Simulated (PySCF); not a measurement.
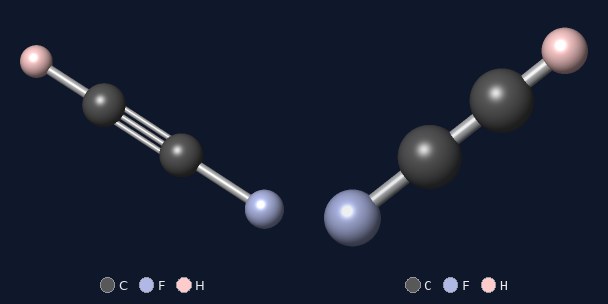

The same structure drawn twice, from different directions.

Computed geometry: GFN2-xTB optimisation. No frequency run is at hand to confirm it as a minimum.

> What is the molecular formula?

C2HF, 4 atoms: 2 carbon, 1 hydrogen and 1 fluorine.

> Count the bonded pairs by element.

1 C–C, 1 C–F, 1 C–H.

> How many sets of symmetry-equivalent atoms are there?

4: 1 C, 1 C, 1 F, 1 H.

> Name some functional groups or characteristic bonds that it holds.

Among them: alkyne, C–F bond.

The parts below concern this one geometry. Atoms keep their numbers from picture to picture.

**Electronic properties**

No frequency run is at hand to confirm it as a minimum. Method: PBE0/pcSseg-1, gas phase (PySCF 2.14.0).

Predict the main results.

- dipole moment: 0.64 D
- HOMO energy (Kohn–Sham orbital): −8.42 eV
- LUMO energy (Kohn–Sham orbital): 1.63 eV
- HOMO–LUMO gap: 10.05 eV

**NMR shielding**

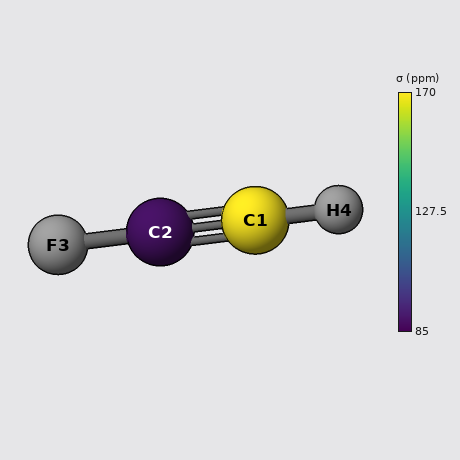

Atoms are coloured by their isotropic NMR shieldings (C only, the others grey). No frequency run is at hand to confirm it as a minimum. Method: GIAO PBE0/pcSseg-1 NMR shielding, non-relativistic, gas phase (PySCF 2.14.0).

List the isotropic NMR shieldings of the C atoms.

| atom | σ (ppm) |
| --- | --- |
| C1 | 169.5 |
| C2 | 89.1 |

**Charges**

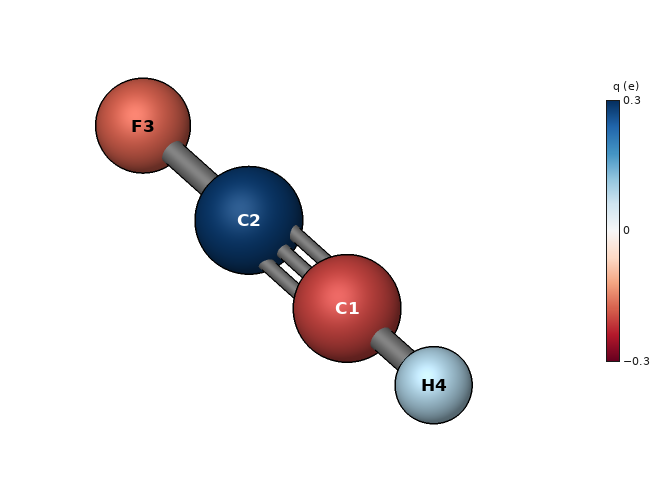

Atoms are coloured by their Mulliken charges. No frequency run is at hand to confirm it as a minimum. Method: PBE0/pcSseg-1, gas phase (PySCF 2.14.0).

List the Mulliken charges.

| atom | value (e) |
| --- | --- |
| C1 | −0.20 |
| C2 | 0.29 |
| F3 | −0.18 |
| H4 | 0.09 |

Mulliken values depend strongly on the basis set and can even reverse the polarity of a bond.
